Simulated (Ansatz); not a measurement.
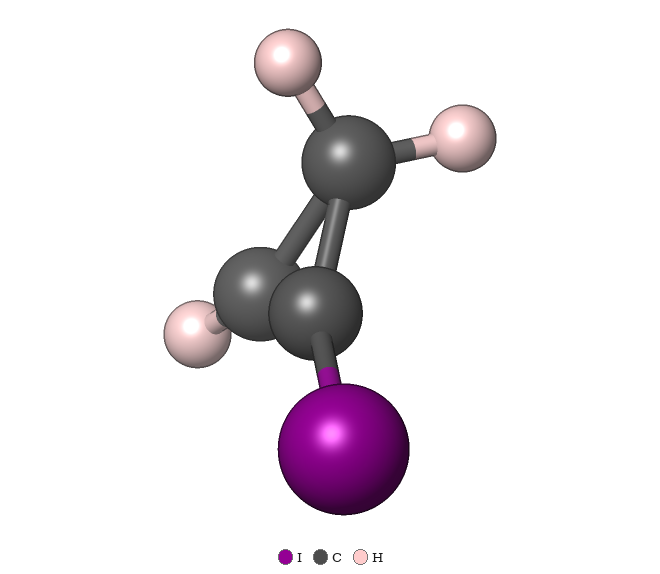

The picture shows a molecular structure as a ball-and-stick model. Multiple sticks mark multiple bonds (one Kekulé form).

The geometry was computed by an optimisation with PBE0-D4/def2-TZVP.

What is the molecular formula?

C₃H₃I, 7 atoms: 3 carbon, 3 hydrogen and 1 iodine.

Which point group does it belong to?

Cs.

How many bonds of each kind are drawn?

3 C–C, 3 C–H, 1 C–I.

Name functional groups in it.

Among them: alkene, C–I bond.

Does it have rings?

Independent rings (smallest set): 1 of 3 members.

More results for the same structure follow; atom numbers are the same in all pictures, views and colours differ.

### Charges

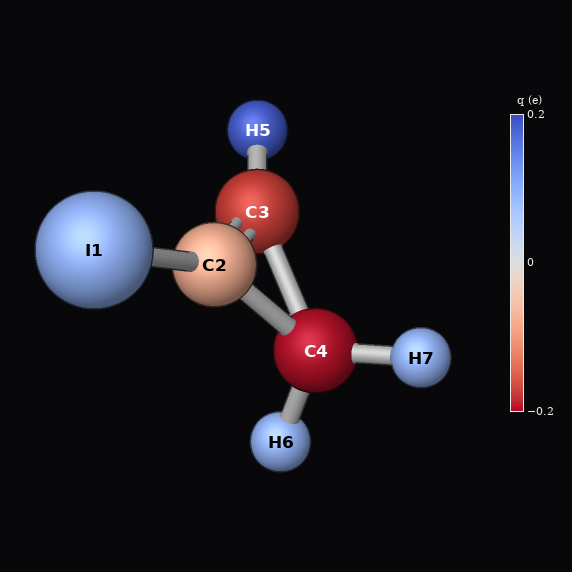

Atoms are coloured by their Mulliken charges. Level of theory: RKS B3LYP-D4/def2-TZVPP, core potentials on I (Ansatz 0.2.0).

List the Mulliken charges.

| atom | value (e) |
| --- | --- |
| I1 | 0.09 |
| C2 | −0.07 |
| C3 | −0.17 |
| C4 | −0.19 |
| H5 | 0.18 |
| H6 | 0.09 |
| H7 | 0.09 |

### Electronic properties

Properties computed with RKS PBE-D4/def2-TZVPP, core potentials on I (Ansatz 0.2.0).

What does the calculation give?

- dipole moment: 0.73 D
- HOMO energy (Kohn–Sham orbital): −5.90 eV
- LUMO energy (Kohn–Sham orbital): −1.69 eV
- HOMO–LUMO gap: 4.21 eV
- dispersion correction: −14.6 kJ/mol

### Thermal motion

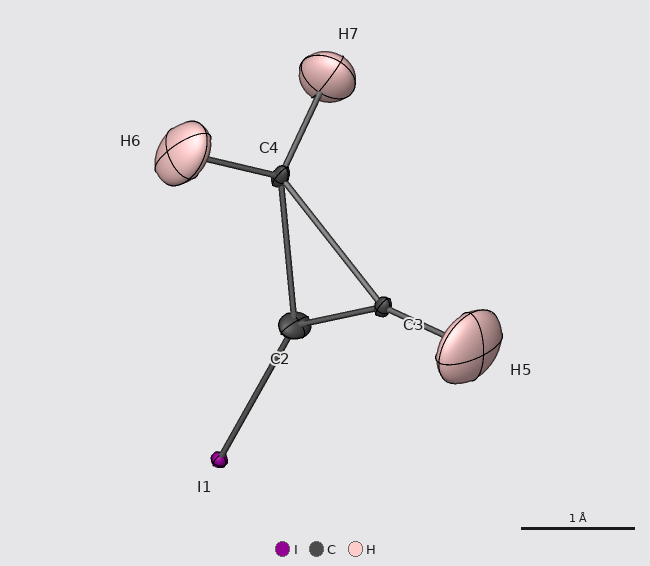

Displacement ellipsoids at the 50 % level, enlarged 1.5 times, from the internal vibrations of the free molecule (harmonic, no overall translation or rotation; no half-axis is drawn under 0.075 Å). Vibrations computed with RKS PBE0-D4/def2-TZVP, core potentials on I (Ansatz 0.2.0). Temperature: 200 K.

List U_eq and the three principal root-mean-square amplitudes for each kind of atom.

```tsv
atom	U_eq (Å²)	rms amplitudes (Å)
I1	0.00004	0.003, 0.004, 0.010
C2	0.0033	0.038, 0.056, 0.072
C3	0.0013	0.025, 0.030, 0.050
C4	0.0016	0.022, 0.028, 0.059
H5	0.0186	0.077, 0.152, 0.164
H6, H7	0.0142	0.075, 0.112, 0.156
```

Mulliken values depend strongly on the basis set and can even reverse the polarity of a bond.
